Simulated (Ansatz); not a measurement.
## Run report: AlSiH$_{3}$ClOF, molecular dynamics (part 2 of 2)

AlSiH$_{3}$ClOF; RKS PBE0-D4/6-31G (Ansatz 0.2.0). It belongs to a series of runs on one base structure; here: dynamics from the start.

Geometry of the input (Å):
```
Al -0.1289  0.0176  0.0936
Cl -0.1902  0.3156  2.2353
O  1.1514  -0.7656  -0.6428
Si 2.4593  -1.5517  -1.3897
H  1.9468  -2.7319  -2.1640
H  3.1430  -0.5912  -2.3202
H  3.4258  -2.0163  -0.3382
F  -1.4434  0.6220  -0.7890
```

**What the program printed, continued**
```
md step   112: t =    28.00 fs  T =   806.9 K  F+E_penalty+E_count = -31795.42395080 eV  E_kin = 0.625780 eV  conserved = -31794.81260577 eV  (22 SCF iters)
md step   113: t =    28.25 fs  T =   805.0 K  F+E_penalty+E_count = -31795.42221539 eV  E_kin = 0.624314 eV  conserved = -31794.81261600 eV  (22 SCF iters)
md step   114: t =    28.50 fs  T =   804.5 K  F+E_penalty+E_count = -31795.42159653 eV  E_kin = 0.623964 eV  conserved = -31794.81263040 eV  (23 SCF iters)
md step   115: t =    28.75 fs  T =   805.2 K  F+E_penalty+E_count = -31795.42186581 eV  E_kin = 0.624502 eV  conserved = -31794.81264793 eV  (22 SCF iters)
md step   116: t =    29.00 fs  T =   806.7 K  F+E_penalty+E_count = -31795.42274524 eV  E_kin = 0.625653 eV  conserved = -31794.81266759 eV  (22 SCF iters)
md step   117: t =    29.25 fs  T =   808.6 K  F+E_penalty+E_count = -31795.42392370 eV  E_kin = 0.627107 eV  conserved = -31794.81268802 eV  (24 SCF iters)
md step   118: t =    29.50 fs  T =   810.4 K  F+E_penalty+E_count = -31795.42507652 eV  E_kin = 0.628539 eV  conserved = -31794.81270824 eV  (24 SCF iters)
md step   119: t =    29.75 fs  T =   811.8 K  F+E_penalty+E_count = -31795.42588396 eV  E_kin = 0.629633 eV  conserved = -31794.81272681 eV  (23 SCF iters)
md step   120: t =    30.00 fs  T =   812.4 K  F+E_penalty+E_count = -31795.42605077 eV  E_kin = 0.630092 eV  conserved = -31794.81274285 eV  (23 SCF iters)
md step   121: t =    30.25 fs  T =   811.9 K  F+E_penalty+E_count = -31795.42532233 eV  E_kin = 0.629664 eV  conserved = -31794.81275549 eV  (23 SCF iters)
md step   122: t =    30.50 fs  T =   809.9 K  F+E_penalty+E_count = -31795.42349840 eV  E_kin = 0.628147 eV  conserved = -31794.81276391 eV  (23 SCF iters)
md step   123: t =    30.75 fs  T =   806.4 K  F+E_penalty+E_count = -31795.42044396 eV  E_kin = 0.625407 eV  conserved = -31794.81276784 eV  (23 SCF iters)
md step   124: t =    31.00 fs  T =   801.2 K  F+E_penalty+E_count = -31795.41609523 eV  E_kin = 0.621380 eV  conserved = -31794.81276706 eV  (23 SCF iters)
md step   125: t =    31.25 fs  T =   794.4 K  F+E_penalty+E_count = -31795.41046252 eV  E_kin = 0.616075 eV  conserved = -31794.81276175 eV  (23 SCF iters)
md step   126: t =    31.50 fs  T =   786.0 K  F+E_penalty+E_count = -31795.40362854 eV  E_kin = 0.609574 eV  conserved = -31794.81275213 eV  (23 SCF iters)
md step   127: t =    31.75 fs  T =   776.2 K  F+E_penalty+E_count = -31795.39574378 eV  E_kin = 0.602025 eV  conserved = -31794.81273879 eV  (23 SCF iters)
md step   128: t =    32.00 fs  T =   765.4 K  F+E_penalty+E_count = -31795.38701785 eV  E_kin = 0.593638 eV  conserved = -31794.81272243 eV  (24 SCF iters)
md step   129: t =    32.25 fs  T =   753.9 K  F+E_penalty+E_count = -31795.37770930 eV  E_kin = 0.584670 eV  conserved = -31794.81270468 eV  (23 SCF iters)
md step   130: t =    32.50 fs  T =   741.9 K  F+E_penalty+E_count = -31795.36810906 eV  E_kin = 0.575410 eV  conserved = -31794.81268497 eV  (24 SCF iters)
md step   131: t =    32.75 fs  T =   730.0 K  F+E_penalty+E_count = -31795.35853042 eV  E_kin = 0.566170 eV  conserved = -31794.81266529 eV  (24 SCF iters)
md step   132: t =    33.00 fs  T =   718.5 K  F+E_penalty+E_count = -31795.34928904 eV  E_kin = 0.557267 eV  conserved = -31794.81264583 eV  (23 SCF iters)
md step   133: t =    33.25 fs  T =   707.9 K  F+E_penalty+E_count = -31795.34069089 eV  E_kin = 0.549004 eV  conserved = -31794.81262834 eV  (23 SCF iters)
md step   134: t =    33.50 fs  T =   698.4 K  F+E_penalty+E_count = -31795.33301513 eV  E_kin = 0.541659 eV  conserved = -31794.81261345 eV  (27 SCF iters)
md step   135: t =    33.75 fs  T =   690.4 K  F+E_penalty+E_count = -31795.32650247 eV  E_kin = 0.535475 eV  conserved = -31794.81260152 eV  (24 SCF iters)
md step   136: t =    34.00 fs  T =   684.2 K  F+E_penalty+E_count = -31795.32134567 eV  E_kin = 0.530644 eV  conserved = -31794.81259320 eV  (24 SCF iters)
md step   137: t =    34.25 fs  T =   679.9 K  F+E_penalty+E_count = -31795.31768174 eV  E_kin = 0.527303 eV  conserved = -31794.81258851 eV  (23 SCF iters)
md step   138: t =    34.50 fs  T =   677.6 K  F+E_penalty+E_count = -31795.31558897 eV  E_kin = 0.525533 eV  conserved = -31794.81258732 eV  (23 SCF iters)
md step   139: t =    34.75 fs  T =   677.4 K  F+E_penalty+E_count = -31795.31508729 eV  E_kin = 0.525353 eV  conserved = -31794.81258983 eV  (23 SCF iters)
md step   140: t =    35.00 fs  T =   679.2 K  F+E_penalty+E_count = -31795.31614020 eV  E_kin = 0.526729 eV  conserved = -31794.81259532 eV  (23 SCF iters)
md step   141: t =    35.25 fs  T =   682.8 K  F+E_penalty+E_count = -31795.31866207 eV  E_kin = 0.529576 eV  conserved = -31794.81260369 eV  (24 SCF iters)
md step   142: t =    35.50 fs  T =   688.2 K  F+E_penalty+E_count = -31795.32252418 eV  E_kin = 0.533768 eV  conserved = -31794.81261363 eV  (24 SCF iters)
md step   143: t =    35.75 fs  T =   695.2 K  F+E_penalty+E_count = -31795.32756633 eV  E_kin = 0.539145 eV  conserved = -31794.81262518 eV  (24 SCF iters)
md step   144: t =    36.00 fs  T =   703.4 K  F+E_penalty+E_count = -31795.33360405 eV  E_kin = 0.545526 eV  conserved = -31794.81263745 eV  (24 SCF iters)
md step   145: t =    36.25 fs  T =   712.7 K  F+E_penalty+E_count = -31795.34043968 eV  E_kin = 0.552711 eV  conserved = -31794.81265034 eV  (24 SCF iters)
md step   146: t =    36.50 fs  T =   722.7 K  F+E_penalty+E_count = -31795.34786991 eV  E_kin = 0.560500 eV  conserved = -31794.81266372 eV  (24 SCF iters)
md step   147: t =    36.75 fs  T =   733.3 K  F+E_penalty+E_count = -31795.35569088 eV  E_kin = 0.568691 eV  conserved = -31794.81267526 eV  (24 SCF iters)
md step   148: t =    37.00 fs  T =   744.1 K  F+E_penalty+E_count = -31795.36371000 eV  E_kin = 0.577089 eV  conserved = -31794.81268648 eV  (24 SCF iters)
md step   149: t =    37.25 fs  T =   755.0 K  F+E_penalty+E_count = -31795.37174404 eV  E_kin = 0.585514 eV  conserved = -31794.81269663 eV  (23 SCF iters)
these checks for a lower state are left out or cut short: starts, cluster_reference, orbital_swaps, neighbouring_geometries, increment
731 factors; integrals over basis functions are off by at most 1.8e-4 eV
mean field -31795.22563753 eV, -1168.4529906013 hartree, gradient 8.9e-6 eV, S^2 0.000000; 0 other end points of the search recorded, 0 dependent functions left out
the calculation of the forces begins
reference -31795.22567486 eV, -1168.4529919729 hartree; 32, 32 occupied and 31, 31 virtual orbitals, 731 factors
731 factors; integrals over basis functions are off by at most 1.8e-4 eV
mean field evaluation 1024: about -31795.2256 eV, gradient 1.4e-2 eV
mean field -31795.22563753 eV, -1168.4529906013 hartree, gradient 8.9e-6 eV, S^2 0.000000; 1 other end points of the search recorded, 0 dependent functions left out
the calculation of the forces begins
reference -31795.22567486 eV, -1168.4529919729 hartree; 32, 32 occupied and 31, 31 virtual orbitals, 731 factors
md step   150: t =    37.50 fs  T =   765.6 K  F+E_penalty+E_count = -31795.37962497 eV  E_kin = 0.593796 eV  conserved = -31794.81270559 eV  (27 SCF iters)
```

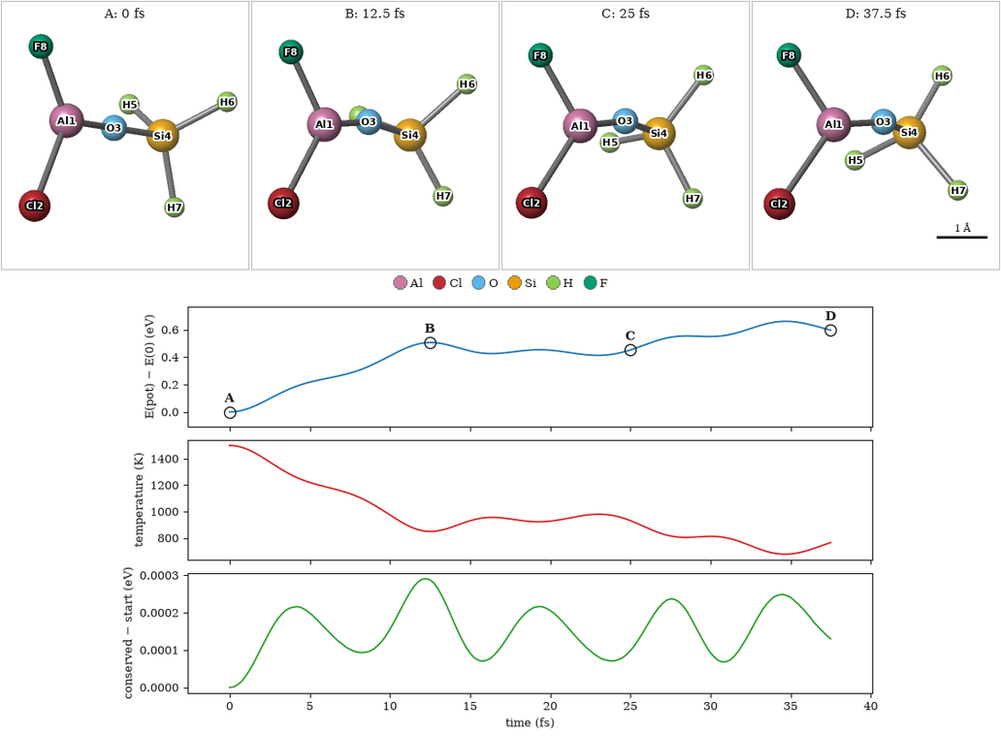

Frames of the molecular dynamics (ball-and-stick, seen at a tilt) above the curves, on which the letters mark them. The trajectory kept here has 151 frames over 37.5 fs. The temperature starts at 1500 K, ranges from 677 to 1500 K and averages 835 K over the second half. The potential energy ends 0.597 eV above its first value. The conserved quantity stays within 0.00029 eV. After an unweighted best fit of the last frame on the first, the root-mean-square displacement is 0.57 Å, and Cl2 has moved furthest (0.97 Å).

```
Total energy: -31795.37966229 eV, -1168.4586509069 hartree
Atom 0 at     0.097586     0.269753     0.130783 Å, force    -0.355462    -1.168469    -0.460092 eV/Å
Atom 1 at    -0.369605     0.238020     2.262475 Å, force     0.506522     0.204808    -0.114811 eV/Å
Atom 2 at     1.318551    -0.454746    -0.801599 Å, force    -0.380406    -0.129877     0.056572 eV/Å
Atom 3 at     2.345068    -1.686342    -1.447390 Å, force     1.043685     0.720309     1.779383 eV/Å
Atom 4 at     1.937365    -3.071416    -0.953836 Å, force    -0.076840     0.361440    -0.214784 eV/Å
Atom 5 at     2.565625    -1.716114    -2.931533 Å, force    -0.205295     0.228589     0.032344 eV/Å
Atom 6 at     3.603710    -1.225713    -0.626314 Å, force    -0.350292    -0.707908    -0.900226 eV/Å
Atom 7 at    -1.380403     0.381684    -0.690060 Å, force    -0.181912     0.491108    -0.178385 eV/Å
Dipole moment:     0.649475    -0.063772    -0.337978 e Å
```

**Trajectory as extended XYZ (Å, eV, eV/Å), 12 of the 151 frames kept, from step=0 to step=150**
```
8
Properties=species:S:1:pos:R:3:forces:R:3 step=0 time_fs=0.0 energy=-31795.97618 temperature=1500.0
Al   -0.1289    0.0176    0.0936    0.0059  -0.0038  -0.0097
Cl   -0.1902    0.3156    2.2353   -0.0032   0.0006   0.0013
O     1.1514   -0.7656   -0.6428    0.0005   0.0065   0.0059
Si    2.4593   -1.5517   -1.3897   -0.0014  -0.0029  -0.0006
H     1.9468   -2.7319   -2.1640   -0.0025   0.0002  -0.0010
H     3.1430   -0.5912   -2.3202   -0.0012  -0.0007   0.0023
H     3.4258   -2.0163   -0.3382   -0.0007   0.0026  -0.0015
F    -1.4434    0.6220   -0.7890    0.0026  -0.0026   0.0034
8
Properties=species:S:1:pos:R:3:forces:R:3 step=14 time_fs=3.5 energy=-31795.82107 temperature=1300.3
Al   -0.0889    0.0418    0.1071   -0.3106  -0.0403  -0.2747
Cl   -0.2094    0.3062    2.2220    0.0591   0.0645   0.4303
O     1.1472   -0.7389   -0.6794    0.0515   0.1412   0.5825
Si    2.4377   -1.5550   -1.3789    0.5298  -1.0893   0.6578
H     1.7951   -2.7537   -2.0487    0.3905   0.0654   0.0808
H     3.0104   -0.6232   -2.3338    0.4870   0.4622  -0.7462
H     3.5923   -1.9676   -0.3692   -1.0342   0.2505  -0.6446
F    -1.4225    0.5879   -0.7723   -0.1731   0.1459  -0.0859
8
Properties=species:S:1:pos:R:3:forces:R:3 step=27 time_fs=6.8 energy=-31795.71490 temperature=1163.7
Al   -0.0530    0.0642    0.1186   -0.6283  -0.0094  -0.5074
Cl   -0.2272    0.2976    2.2108    0.1003   0.1111   0.8141
O     1.1436   -0.7132   -0.7096    0.1788   0.2454   0.9696
Si    2.4195   -1.5615   -1.3670    0.8216  -0.4940  -0.6137
H     1.6929   -2.7684   -1.9345    0.6026  -0.0048   0.0305
H     2.9303   -0.6162   -2.4115    0.2074  -0.2175  -0.2431
H     3.6490   -1.8994   -0.4568   -0.9670   0.1083  -0.3018
F    -1.4040    0.5570   -0.7572   -0.3153   0.2608  -0.1481
8
Properties=species:S:1:pos:R:3:forces:R:3 step=41 time_fs=10.2 energy=-31795.55253 temperature=955.3
Al   -0.0170    0.0882    0.1289   -0.9903   0.0830  -0.6450
Cl   -0.2459    0.2887    2.2014    0.1285   0.1459   1.1528
O     1.1413   -0.6839   -0.7354    0.5338   0.2057   1.0672
Si    2.4029   -1.5704   -1.3571   -0.0186   0.5451  -2.4795
H     1.6483   -2.7873   -1.8092    0.5324  -0.2730  -0.1089
H     2.8670   -0.6338   -2.5199   -0.0827  -0.8493   0.4271
H     3.6151   -1.8163   -0.5758    0.3493  -0.2228   0.7894
F    -1.3860    0.5253   -0.7419   -0.4523   0.3654  -0.2031
8
Properties=species:S:1:pos:R:3:forces:R:3 step=55 time_fs=13.8 energy=-31795.49103 temperature=877.6
Al    0.0147    0.1127    0.1365   -1.3097   0.1778  -0.6008
Cl   -0.2642    0.2803    2.1958    0.1500   0.1658   1.3575
O     1.1429   -0.6532   -0.7536    0.9624   0.0246   0.8494
Si    2.3863   -1.5774   -1.3569   -0.2617   0.3998  -2.4856
H     1.6651   -2.8368   -1.6954    0.3544  -0.3870  -0.1227
H     2.7978   -0.7427   -2.5867   -0.0009  -0.6484   0.2675
H     3.6126   -1.7554   -0.6113    0.6832  -0.1862   0.9986
F    -1.3708    0.4959   -0.7278   -0.5777   0.4535  -0.2638
8
Properties=species:S:1:pos:R:3:forces:R:3 step=68 time_fs=17.0 energy=-31795.54695 temperature=951.9
Al    0.0391    0.1361    0.1411   -1.4742   0.2019  -0.4553
Cl   -0.2808    0.2729    2.1946    0.1753   0.1730   1.4074
O     1.1506   -0.6244   -0.7648    1.2461  -0.1591   0.4998
Si    2.3704   -1.5826   -1.3655    0.8158  -0.7549  -0.6160
H     1.7193   -2.9194   -1.6011    0.2815  -0.0556   0.0093
H     2.7348   -0.9088   -2.6259    0.2777  -0.0114  -0.5275
H     3.6673   -1.7166   -0.5496   -0.6419   0.0894   0.0124
F    -1.3598    0.4710   -0.7161   -0.6804   0.5168  -0.3301
8
Properties=species:S:1:pos:R:3:forces:R:3 step=82 time_fs=20.5 energy=-31795.53161 temperature=935.6
Al    0.0593    0.1621    0.1442   -1.4099   0.0888  -0.3543
Cl   -0.2982    0.2656    2.1978    0.2138   0.1729   1.3308
O     1.1677   -0.5944   -0.7735    1.2754  -0.2409   0.1808
Si    2.3563   -1.5912   -1.3776    1.3495  -1.3343   0.1679
H     1.8085   -3.0126   -1.4987    0.1247   0.3848   0.0912
H     2.6956   -1.0933   -2.7206    0.2489   0.1603  -0.4489
H     3.6620   -1.6660   -0.4788   -1.0356   0.2074  -0.5701
F    -1.3521    0.4473   -0.7056   -0.7667   0.5611  -0.3975
8
Properties=species:S:1:pos:R:3:forces:R:3 step=95 time_fs=23.8 energy=-31795.55774 temperature=973.2
Al    0.0726    0.1867    0.1457   -1.1131  -0.1714  -0.4069
Cl   -0.3137    0.2593    2.2048    0.2577   0.1720   1.1688
O     1.1919   -0.5681   -0.7801    0.9173  -0.1377   0.0851
Si    2.3481   -1.6040   -1.3887    1.1141  -1.0777  -0.8032
H     1.9038   -3.0635   -1.3951   -0.1761   0.3963   0.0387
H     2.6833   -1.2504   -2.8477   -0.0529   0.0277   0.6621
H     3.5588   -1.5982   -0.4653   -0.1373   0.2095  -0.3068
F    -1.3492    0.4284   -0.6979   -0.8097   0.5813  -0.4379
8
Properties=species:S:1:pos:R:3:forces:R:3 step=109 time_fs=27.2 energy=-31795.43713 temperature=822.8
Al    0.0823    0.2124    0.1455   -0.6829  -0.5436  -0.5434
Cl   -0.3296    0.2530    2.2160    0.3113   0.1757   0.9146
O     1.2243   -0.5405   -0.7867    0.2451   0.0849   0.1162
Si    2.3434   -1.6221   -1.4040    0.2476  -0.7356  -1.4063
H     1.9861   -3.0778   -1.2791   -0.4694   0.0426  -0.0177
H     2.6655   -1.4139   -2.9164   -0.1605   0.1665   0.9786
H     3.4421   -1.5009   -0.4780    1.2956   0.2276   0.3993
F    -1.3509    0.4114   -0.6923   -0.7868   0.5819  -0.4411
8
Properties=species:S:1:pos:R:3:forces:R:3 step=123 time_fs=30.8 energy=-31795.42044 temperature=806.4
Al    0.0890    0.2358    0.1429   -0.3640  -0.8688  -0.6036
Cl   -0.3444    0.2473    2.2303    0.3728   0.1844   0.5888
O     1.2586   -0.5123   -0.7924   -0.3017   0.1863   0.1077
Si    2.3404   -1.6434   -1.4242    0.7685  -0.3236   0.7768
H     2.0163   -3.0841   -1.1639   -0.4907  -0.0396  -0.0047
H     2.6315   -1.5576   -2.8844   -0.0112   0.3825  -0.0849
H     3.4529   -1.3801   -0.4621    0.6866  -0.0820  -0.3862
F    -1.3574    0.3980   -0.6894   -0.6603   0.5609  -0.3939
8
Properties=species:S:1:pos:R:3:forces:R:3 step=136 time_fs=34.0 energy=-31795.32135 temperature=684.2
Al    0.0937    0.2543    0.1382   -0.2755  -1.0612  -0.5579
Cl   -0.3572    0.2425    2.2454    0.4367   0.1946   0.2493
O     1.2889   -0.4848   -0.7970   -0.4585   0.0754   0.0519
Si    2.3403   -1.6644   -1.4403    1.2372   0.1930   2.8251
H     1.9945   -3.0910   -1.0580   -0.3027   0.2490  -0.0831
H     2.5978   -1.6536   -2.8610    0.0766   0.3791  -1.0522
H     3.5361   -1.2767   -0.4839   -0.2597  -0.5587  -1.1282
F    -1.3672    0.3886   -0.6888   -0.4540   0.5288  -0.3050
8
Properties=species:S:1:pos:R:3:forces:R:3 step=150 time_fs=37.5 energy=-31795.37963 temperature=765.6
Al    0.0976    0.2698    0.1308   -0.3555  -1.1685  -0.4601
Cl   -0.3696    0.2380    2.2625    0.5065   0.2048  -0.1148
O     1.3186   -0.4547   -0.8016   -0.3804  -0.1299   0.0566
Si    2.3451   -1.6863   -1.4474    1.0437   0.7203   1.7794
H     1.9374   -3.0714   -0.9538   -0.0768   0.3614  -0.2148
H     2.5656   -1.7161   -2.9315   -0.2053   0.2286   0.0323
H     3.6037   -1.2257   -0.6263   -0.3503  -0.7079  -0.9002
F    -1.3804    0.3817   -0.6901   -0.1819   0.4911  -0.1784
```
